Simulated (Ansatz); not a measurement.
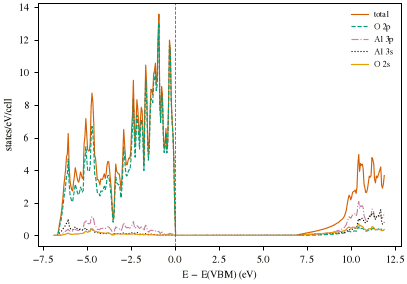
Figure: Total and projected density of states of Al₂O₃ in space group R-3 (No. 148; Al on 3a, Al on 3b, Al on 6c, O on 18f), r²SCAN in the plane-wave PAW code Ansatz

**Question.** Which orbitals carry the states next to the gap?

**Answer.** Top 1 eV of the valence band: O 2p 96 %. Bottom 1 eV of the conduction band: Al 3s 41 %, O 2s 35 %, Al 3p 17 %, O 2p 6 %. Projections are on Löwdin-orthogonalised atomic valence shells; empty p or d shells of many metals are not among them.

**Question.** Where is the tallest occupied peak in this window, and what makes it?

**Answer.** Near -0.9 eV, about 14 states/eV per cell; the largest projected share is O 2p.

The first step of the workflow began from a Materials Project structure, measured or hypothetical; the Crystallography Open Database copy checked does not list it. It is not the phase usual at ambient conditions (space group No. 167). The r²SCAN relaxation kept the symmetry of its start; whether a distortion lowers the energy is not shown.

Potentials: the earlier of the program's two PAW sets.
